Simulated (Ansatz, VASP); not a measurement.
**Cross-check of Ca2C between VASP and Ansatz**

Wanted: the spread between two codes on one cell, functional and k mesh. The cell is generated by rule, not measured, and may not be a known phase. The cell comes out of the VASP series on this material, whose earlier steps may have relaxed, scaled or displaced it; both programs get it as it stands.

Program: Ansatz 0.2.0. Level of theory: plane waves, with VASP 6.6.1 beside it; band structure at LDA, spin-orbit coupling. Results are calculated unless marked as measured.

The structure was built from a prototype and need not be the compound's stable phase.

### Step 1. Starting point

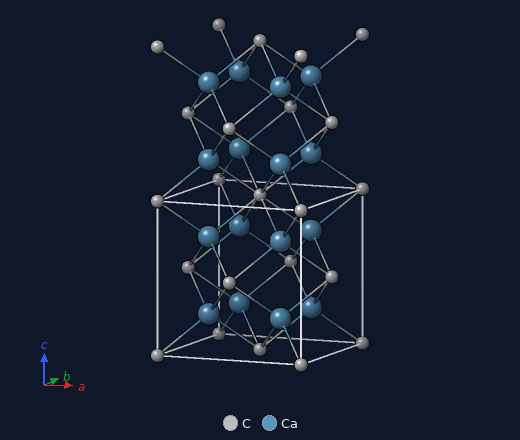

Start, viewed slightly off an axis; carbon light grey, calcium blue. 1×1×2 cells are drawn. This picture shows the conventional cell, with its axes. Some periodic images of atoms are drawn too.

### Step 2. Ansatz: band structure, LDA, spin-orbit coupling

Ansatz runs on its fully relativistic PAW (standard-fr) files.

Levels along a path test the potential and the projectors away from the mesh points.

input.yaml

```yaml
crystal:
  lattice:
    - [0.0, 2.93767, 2.93767]
    - [2.93767, 0.0, 2.93767]
    - [2.93767, 2.93767, 0.0]
  atoms:
    - { symbol: C, position: [0.0, 0.0, 0.0] }
    - { symbol: Ca, position: [0.25, 0.25, 0.25] }
    - { symbol: Ca, position: [0.75, 0.75, 0.75] }
hamiltonian:
  xc: lda
  pseudopotentials: { kind: paw_fr }
magnetization:
  noncollinear: true
  spin_orbit: true
kpoints:
  mp_grid: { grid: [8, 8, 8] }
  band_path:
    path:
      - [0.0, 0.0, 0.0]
      - [0.16667, 0.0, 0.16667]
      - [0.33333, 0.0, 0.33333]
      - [0.5, 0.0, 0.5]
      - [0.5, 0.08333, 0.58333]
      - [0.5, 0.18333, 0.68333]
      - [0.5, 0.25, 0.75]
      - [0.45, 0.3, 0.75]
      - [0.40833, 0.34167, 0.75]
      - [0.35, 0.35, 0.7]
      - [0.225, 0.225, 0.45]
      - [0.075, 0.075, 0.15]
      - [0.03333, 0.03333, 0.03333]
      - [0.23333, 0.23333, 0.23333]
      - [0.4, 0.4, 0.4]
      - [0.51667, 0.46667, 0.51667]
      - [0.55833, 0.38333, 0.55833]
      - [0.60833, 0.28333, 0.60833]
      - [0.60833, 0.25, 0.64167]
      - [0.55833, 0.25, 0.69167]
      - [0.51667, 0.25, 0.73333]
      - [0.5, 0.3, 0.7]
      - [0.5, 0.38333, 0.61667]
      - [0.5, 0.48333, 0.51667]
      - [0.475, 0.475, 0.55]
      - [0.425, 0.425, 0.65]
      - [0.38333, 0.38333, 0.73333]
      - [0.59167, 0.18333, 0.59167]
      - [0.55, 0.1, 0.55]
      - [0.5, 0.0, 0.5]
    npoints: 1
scf:
  occupations: { method: gaussian, width: 0.02 }
  n_extra_bands: 14
output:
  forces: true
  stress: true
  eigenvalues: true
```

Command:

```console
ansatz run input.yaml --threads 2 --pin off --max-ram 4608MiB --backend cpu --events-out ev --progress --plain --runs-dir out
```

Numbers of over 12 decimals in the logs are rounded to 6 here.

What it wrote:

```text
scf.n_extra_bands = 14 over 24 filled bands (N_el = 24.0): the run solves 38 bands
Engine: ansatz 0.2.0, x86_64-unknown-linux-gnu
Pseudopotentials: kind: paw_fr
Pseudopotential: C, paw_fr, valence charge 4, recommended cutoff 420 eV (normal), C.paw.azcp#standard-fr
Pseudopotential: Ca, paw_fr, valence charge 10, recommended cutoff 420 eV (normal), Ca.paw.azcp#standard-fr
Functional definition: SPW92
  exchange = slater_x
  correlation = pw_c
non-collinear run that drives no moment, with spin-orbit: no starting moment large enough to seed its density (crystal.atoms[].spin), no starting occupations that ask for one, no magnetisation constraint and no magnetic field, so the semilocal B_xc is pinned to zero
Crystal: 3 atoms, lattice volume = 50.704 Å³
Basis set: ecut = 420 eV, 965 PW (Γ)
Bands: 38, of which v1, the nominal top of the filled ones, is band 24 counted from 1 (23 counted from 0)
Symmetry: 48 space group operations + 48 with time reversal
Magnetic group: BNS 225.117 (UNI 1619), of the structure as read, at distance tolerance 3.7e-5 Å
k-points: 29 of 512
Projection manifold: j_resolved (fully-relativistic pseudo-atomic orbitals)
Non-local potential: C, projectors of the file, l = 0: 2, l = 1: 4, l = 2: 2
Non-local potential: Ca, projectors of the file, l = 0: 3, l = 1: 4, l = 2: 4
PAW form: soft (Blöchl's): semilocal exchange-correlation on the pseudo side does not see the compensation charge
PAW frozen core: C, regenerated for the run's functional, and the local potential with it (the file was generated under x = pbe(κ = 0.804, μ = 0.219515), c = pbe(β = 0.066725))
PAW frozen core: Ca, regenerated for the run's functional, and the local potential with it (the file was generated under x = pbe(κ = 0.804, μ = 0.219515), c = pbe(β = 0.066725))
PAW one-centre angular grid: C, 110 points (default); XC on 64 Gauss nodes
PAW one-centre angular grid: Ca, 110 points (default); XC on 64 Gauss nodes
Initial density: superposition of atomic densities (chi_scale 0.1, normalization cell, long waves kept (reshape's long-wave potential 0.00 eV rms))
Initial wavefunctions: pseudopotential atomic-orbital guess
Functional: x = slater, c = lda
SCF iter   1: F=—  HF=-3788.108111 eV  |F-HF|=—  |Δ(HF+E_count)|=         —  Δρ=5.21e-2  dr2=3.01e0  dr2_m=0.00e0 (ungated)  ethr=3.10e-3  |M|=0.00e0 ∫|m|=0.00e0 μB  |m|>n=0.0e0 m-floor=0.0e0 τ_xc=0.0e0  β_m=0.30  ⟨swp⟩=7.6  Hψ=2942  notcnv=0  defer=42
preconditioner: auto → none  [insulator: Δε(μ)=1.159 eV  Ē_g=17.994 eV  σ=0.020 eV  W_gap=1.00  n_scr=14 (ndim 8)  ℏωp=23.3 eV  f_vac=0.000  D(μ)=0.00/eV (n_scr^D=0)  ε∞_Penn≈2.7]
SCF iter   2: F=—  HF=-3787.486681 eV  |F-HF|=—  |Δ(HF+E_count)|=   6.21e-1  Δρ=2.82e-2  dr2=3.82e-1  dr2_m=0.00e0 (ungated)  ethr=3.10e-3  |M|=0.00e0 ∫|m|=0.00e0 μB  |m|>n=0.0e0 m-floor=0.0e0 τ_xc=0.0e0  β_m=0.31  ⟨swp⟩=2.0  Hψ=867  notcnv=0  defer=238
preconditioner: auto → Kerker (q_TF=auto, 2.409 Å⁻¹)  [metal: Δε(μ)=0.018 eV  Ē_g=17.721 eV  σ=0.020 eV  W_gap=0.46  n_scr=14 (ndim 8)  ℏωp=23.3 eV  f_vac=0.000  D(μ)=0.85/eV (n_scr^D=0)]
spin=Noncollinear: Kerker preconditioning applied to the charge; magnetization (m_x, m_y, m_z) channels mix plain (no charge-response kernel on spin).
SCF iter   3: F=—  HF=-3787.435240 eV  |F-HF|=—  |Δ(HF+E_count)|=   5.14e-2  Δρ=1.90e-2  dr2=2.08e-1  dr2_m=0.00e0 (ungated)  ethr=1.59e-3  |M|=0.00e0 ∫|m|=0.00e0 μB  |m|>n=0.0e0 m-floor=0.0e0 τ_xc=0.0e0  β_m=0.61  ⟨swp⟩=2.0  Hψ=540  notcnv=0  defer=238
SCF iter   4: F=—  HF=-3787.385652 eV  |F-HF|=—  |Δ(HF+E_count)|=   4.96e-2  Δρ=4.71e-3  dr2=2.04e-2  dr2_m=0.00e0 (ungated)  ethr=8.65e-4  |M|=0.00e0 ∫|m|=0.00e0 μB  |m|>n=0.0e0 m-floor=0.0e0 τ_xc=0.0e0  β_m=0.74  ⟨swp⟩=2.1  Hψ=617  notcnv=0  defer=238
SCF iter   5: F=—  HF=-3787.383382 eV  |F-HF|=—  |Δ(HF+E_count)|=   2.27e-3  Δρ=2.82e-3  dr2=8.93e-3  dr2_m=0.00e0 (ungated)  ethr=8.51e-5  |M|=0.00e0 ∫|m|=0.00e0 μB  |m|>n=0.0e0 m-floor=0.0e0 τ_xc=0.0e0  β_m=0.87  ⟨swp⟩=2.0  Hψ=628  notcnv=0  defer=238
SCF iter   6: F=—  HF=-3787.382041 eV  |F-HF|=—  |Δ(HF+E_count)|=   1.34e-3  Δρ=6.63e-4  dr2=4.62e-4  dr2_m=0.00e0 (ungated)  ethr=3.72e-5  |M|=0.00e0 ∫|m|=0.00e0 μB  |m|>n=0.0e0 m-floor=0.0e0 τ_xc=0.0e0  β_m=0.93  ⟨swp⟩=1.9  Hψ=533  notcnv=0  defer=238
SCF iter   7: F=—  HF=-3787.381984 eV  |F-HF|=—  |Δ(HF+E_count)|=   5.73e-5  Δρ=2.04e-4  dr2=4.55e-5  dr2_m=0.00e0 (ungated)  ethr=1.92e-6  |M|=0.00e0 ∫|m|=0.00e0 μB  |m|>n=0.0e0 m-floor=0.0e0 τ_xc=0.0e0  β_m=0.97  ⟨swp⟩=1.0  Hψ=433  notcnv=0  defer=238
SCF iter   8: F=—  HF=-3787.381978 eV  |F-HF|=—  |Δ(HF+E_count)|=   5.67e-6  Δρ=4.06e-5  dr2=1.90e-6  dr2_m=0.00e0 (ungated)  ethr=1.89e-7  |M|=0.00e0 ∫|m|=0.00e0 μB  |m|>n=0.0e0 m-floor=0.0e0 τ_xc=0.0e0  β_m=0.98  ⟨swp⟩=1.4  Hψ=546  notcnv=0  defer=238
SCF iter   9: F=-3787.381978 eV  HF=-3787.381978 eV  |F-HF|=4.30e-8  |Δ(HF+E_count)|=   2.39e-7  Δρ=7.47e-6  dr2=6.37e-8  dr2_m=0.00e0 (ungated)  ethr=4.17e-10  |M|=0.00e0 ∫|m|=0.00e0 μB  |m|>n=0.0e0 m-floor=0.0e0 τ_xc=0.0e0  ⟨swp⟩=9.2  Hψ=2750  notcnv=0
SCF 1 converged in 9 iterations: F = -3787.381978 eV  dr2 = 6.37e-8
  greatest PAW one-centre occupation: 0.996 electrons in one spin orbital (limit 2), on the Ca atom at site 2 (counted from 0), in its partial waves of l = 0
NSCF: frozen V_eff on 30 k-points
SCF converged after 9 iterations
Magnetization: |M| = 0.0000 μB,  M = (+0.0000, +0.0000, +0.0000) μB
Absolute magnetization: 0.0000 μB (∫|m|)
  site 0: m = (+0.0000, +0.0000, +0.0000) μB, |m| = 0.0000 μB  (R = 1.05 Å)
  site 1: m = (+0.0000, +0.0000, +0.0000) μB, |m| = 0.0000 μB  (R = 1.05 Å)
  site 2: m = (+0.0000, +0.0000, +0.0000) μB, |m| = 0.0000 μB  (R = 1.05 Å)
Free energy (F): -3787.381978 eV
Harris-Foulkes:  -3787.381978 eV  (|F-HF|=4.30e-8)
Internal energy: -3787.381878 eV  (E = F + TS)
E sigma→0 (E₀):  -3787.381928 eV
Entropy (-TS):   -0.000099 eV (-0.033 meV/atom)
Fermi energy:    9.555421 eV
--- Per-component energies (eV) ---
  E_band       = -201.274377
  E_kinetic    = 651.085688
  E_local      = -1364.736564  (includes V_loc(G=0)·N_el)
  E_nonlocal   = 163.141908
  E_hartree    = 446.054548
  E_xc         = -321.507043
  E_vxc        = -403.756537  (∫ρ·V_xc dr)
  E_paw        = -1724.156669  (= ΣΔE_a)
  E_vpaw       = -139.115989  (= ΣTr[D̂ρ^β])
  E_aug_tail   = -0.000002  (compensation charges beyond the density's cutoff)
  E_ewald      = -1637.894346
  E_core_change = 0.630600  (= ΣΔE_core)
  E_smearing   = -0.000099  (= −TS)
  E_closure    = -0.000000  (closes the sum)
  Σ components = -3787.381978   (vs F -3787.381978, Δ=0.00e0)
--- Forces (eV/Å), atoms counted from 1 ---
  atom   1  C     -0.00000000     0.00000000    -0.00000000
  atom   2  Ca    -0.00000000    -0.00000000     0.00000000
  atom   3  Ca    -0.00000000     0.00000000    -0.00000000
  max |Σ_I F_I| component: 5.55e-17 eV/Å
--- Stress (GPa, compression-positive) ---
        9.438681      -0.000000       0.000000
        0.000000       9.438681       0.000000
        0.000000       0.000000       9.438681
  P = ⅓ Tr σ = 9.4387 GPa (94.387 kbar)
--- Band table (eV; the first three rows and the last of 29) ---
  k-point 0: bands = [... 20 lower, 7.8744, 7.8744, 7.8744, 7.8744, 10.9616, 10.9616, 11.0376, 11.0376, ... 10 higher]
  k-point 1: bands = [... 20 lower, 7.9927, 7.9927, 7.9963, 7.9963, 11.1732, 11.1732, 11.1749, 11.1749, ... 10 higher]
  k-point 2: bands = [... 20 lower, 8.3091, 8.3091, 8.3163, 8.3163, 11.5701, 11.5701, 11.5759, 11.5759, ... 10 higher]
  k-point 28: bands = [... 20 lower, 8.2894, 8.2894, 9.4897, 9.4897, 9.6581, 9.6581, 12.5912, 12.5912, ... 10 higher]
```

Elapsed: 5.8 s, on 2 threads of Intel Xeon Platinum 8488C (Sapphire Rapids), shared host; peak memory 0.46 GiB.

The column dr2 measures how far the density is from self-consistency, as an energy; F and HF (Harris–Foulkes) agree once it is small.

### Step 3. VASP: band structure, LDA, spin-orbit coupling

The same cell, functional (in two slightly different forms), mesh and smearing now go to VASP, with its own data sets and cutoff.

Lines of VASP's logs that name or quote its potential files are left out, and so is its time.

INCAR

```
SYSTEM = Ca2C
PREC = Accurate
ENCUT = 520
EDIFF = 1E-06
NELM = 100
ISMEAR = 0
SIGMA = 0.02
LREAL = .FALSE.
ALGO = Normal
GGA = CA
LNONCOLLINEAR = .TRUE.
MAGMOM = 0 0 0 0 0 0 0 0 0
NBANDS = 36
GGA_COMPAT = .FALSE.
LASPH = .TRUE.
LSORBIT = .TRUE.
LORBIT = 11
LWAVE = .FALSE.
LCHARG = .FALSE.
KPAR = 4
ISIF = 2
```

POSCAR

```
Ca2C
1.0
    0.0000000000      2.9376700000      2.9376700000
    2.9376700000      0.0000000000      2.9376700000
    2.9376700000      2.9376700000      0.0000000000
C Ca
1 2
Direct
    0.0000000000      0.0000000000      0.0000000000
    0.2500000000      0.2500000000      0.2500000000
    0.7500000000      0.7500000000      0.7500000000
```

KPOINTS

```
Automatic mesh
0
Gamma
8 8 8
0 0 0
```

KPOINTS_OPT

```
Line mode
16
Line-mode
Reciprocal
  0.00000000   0.00000000   0.00000000 GAMMA
  0.50000000   0.00000000   0.50000000 X

  0.50000000   0.00000000   0.50000000 X
  0.50000000   0.25000000   0.75000000 W

  0.50000000   0.25000000   0.75000000 W
  0.37500000   0.37500000   0.75000000 K

  0.37500000   0.37500000   0.75000000 K
  0.00000000   0.00000000   0.00000000 GAMMA

  0.00000000   0.00000000   0.00000000 GAMMA
  0.50000000   0.50000000   0.50000000 L

  0.50000000   0.50000000   0.50000000 L
  0.62500000   0.25000000   0.62500000 U

  0.62500000   0.25000000   0.62500000 U
  0.50000000   0.25000000   0.75000000 W

  0.50000000   0.25000000   0.75000000 W
  0.50000000   0.50000000   0.50000000 L

  0.50000000   0.50000000   0.50000000 L
  0.37500000   0.37500000   0.75000000 K

  0.62500000   0.25000000   0.62500000 U
  0.50000000   0.00000000   0.50000000 X
```

Potentials, in the order of the species: C and Ca_sv (LDA family, release 64).

Command:

```console
mpirun -np 4 vasp_ncl
```

What it wrote:

```text
[banner, memory and clock lines left out]
running    4 mpi-ranks, on    1 nodes
 distrk:  each k-point on    1 cores,    4 groups
 distr:  one band on    1 cores,    1 groups

 POSCAR found type information on POSCAR C Ca
 POSCAR found :  2 types and       3 ions
 LDA part: xc-table for (Slater(with rela. corr.)+CA(PZ))
 , standard interpolation
 POSCAR, INCAR and KPOINTS ok, starting setup
 FFT: planning ... GRIDC
 FFT: planning ... GRID_SOFT
 FFT: planning ... GRID
 WAVECAR not read
 entering main loop
       N       E                     dE             d eps       ncg     rms          rms(c)
DAV:   1     0.246307879308E+03    0.24631E+03   -0.11907E+04  2088   0.135E+03
DAV:   2     0.276579610036E+01   -0.24354E+03   -0.23539E+03  2184   0.411E+02
DAV:   3    -0.158353829406E+02   -0.18601E+02   -0.18068E+02  3440   0.904E+01
DAV:   4    -0.168138773461E+02   -0.97849E+00   -0.97424E+00  3036   0.187E+01
DAV:   5    -0.168667832655E+02   -0.52906E-01   -0.52882E-01  3140   0.396E+00    0.960E+00
DAV:   6    -0.137955172807E+02    0.30713E+01   -0.18258E+01  2548   0.160E+01    0.417E+00
DAV:   7    -0.136983430671E+02    0.97174E-01   -0.21722E+00  2612   0.671E+00    0.170E+00
DAV:   8    -0.136325663058E+02    0.65777E-01   -0.12180E-01  2604   0.237E+00    0.514E-01
DAV:   9    -0.136272697635E+02    0.52965E-02   -0.14607E-02  3172   0.696E-01    0.175E-01
DAV:  10    -0.136273548578E+02   -0.85094E-04   -0.24799E-03  2628   0.315E-01    0.866E-02
DAV:  11    -0.136271705126E+02    0.18435E-03   -0.11988E-03  3088   0.147E-01    0.491E-02
DAV:  12    -0.136271271870E+02    0.43326E-04   -0.12690E-04  2684   0.813E-02    0.152E-02
DAV:  13    -0.136271263491E+02    0.83796E-06   -0.29092E-05  2992   0.298E-02    0.472E-03
DAV:  14    -0.136271258378E+02    0.51128E-06   -0.22875E-06  2116   0.859E-03
   1 F= -.13627126E+02 E0= -.13627067E+02  d E =-.117419E-03  mag=    -0.0000     0.0000    -0.0000
 Start KPOINTS_OPT (optional k-point list driver)
k-point batch [1-29\160]
       N       E                     dE             ncg
DAV:   1    -0.213937815018E+04   -0.18267E+05     2088
DAV:   2    -0.897153671428E+04   -0.68322E+04     2188
DAV:   3    -0.944284234085E+04   -0.47131E+03     3440
DAV:   4    -0.947426800693E+04   -0.31426E+02     3016
DAV:   5    -0.947599506186E+04   -0.17271E+01     3184
DAV:   6    -0.947603029438E+04   -0.35233E-01     3164
DAV:   7    -0.947603148515E+04   -0.11908E-02     3116
DAV:   8    -0.947603152545E+04   -0.40303E-04     2764
DAV:   9    -0.947603152696E+04   -0.15012E-05     2288
DAV:  10    -0.947603152704E+04   -0.80277E-07     2008
[...]
k-point batch [146-160\160]
       N       E                     dE             ncg
DAV:   1     0.946278697130E+04   -0.13094E+05     1080
DAV:   2     0.599231662040E+04   -0.34705E+04     1128
DAV:   3     0.574726207574E+04   -0.24505E+03     1776
DAV:   4     0.572747982596E+04   -0.19782E+02     1552
DAV:   5     0.572653380244E+04   -0.94602E+00     1636
DAV:   6     0.572650780794E+04   -0.25994E-01     1636
DAV:   7     0.572650685743E+04   -0.95051E-03     1672
DAV:   8     0.572650682497E+04   -0.32463E-04     1388
DAV:   9     0.572650682367E+04   -0.13049E-05     1312
DAV:  10     0.572650682361E+04   -0.53697E-07     1016
```

(Continued in part 2 of 2.)

[Lines on the potential files, build, host, timing and source positions are cut from VASP's logs without a mark.]

[Logs are printed without paths, hosts, clocks, repeated set-up lines and the standing remarks that a program may print on its own settings, such as how far it seeks lower states.]

[Hosts, paths, dates, database ids (printed as entryN), source tags and the programs' standing remarks are cut or masked in the printed files.]
